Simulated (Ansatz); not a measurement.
```yaml
atoms:
  - { symbol: C, position_ang: [-2.7270, 1.0285, -0.9567] }
  - { symbol: F, position_ang: [-3.2733, 2.1213, -1.2702] }
  - { symbol: In, position_ang: [-0.2323, 1.1047, -0.0516] }
  - { symbol: Si, position_ang: [-2.3556, -0.6227, -0.6492] }
```

Geometry: PBE0-D3(BJ)/def2-SVP; core potentials replace the inner electrons of In.

Method: Ansatz 0.2.0, isolated molecule in a Gaussian basis; Kohn-Sham density functional theory, functional PBE0.

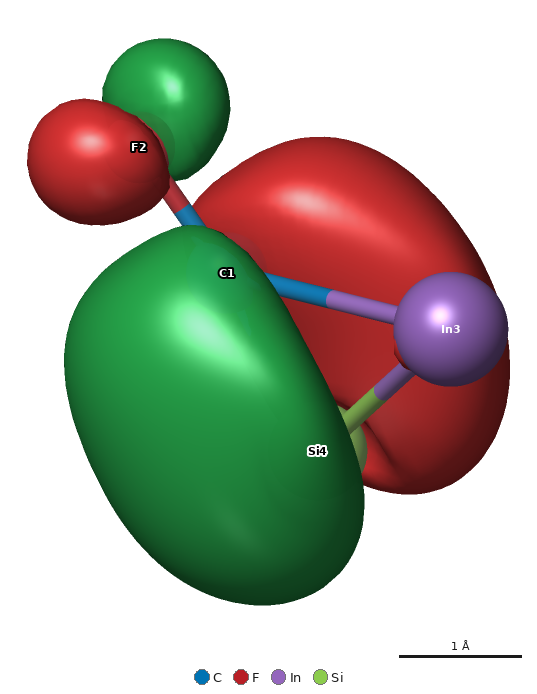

CFInSi (charge +1, doublet). The HOMO (α) at ±0.1 Å⁻³ᐟ² (green and red are the two phases), seen at an oblique angle.

Question: Describe this orbital and give its energy.

Answer: It lies mainly on C1 (about 40 %), Si4 (about 40 %), F2 (about 10 %) and In3 (about 10 %); it changes sign across the molecular plane (π type); π-bonding across C1–Si4. Its energy is −11.89 eV.
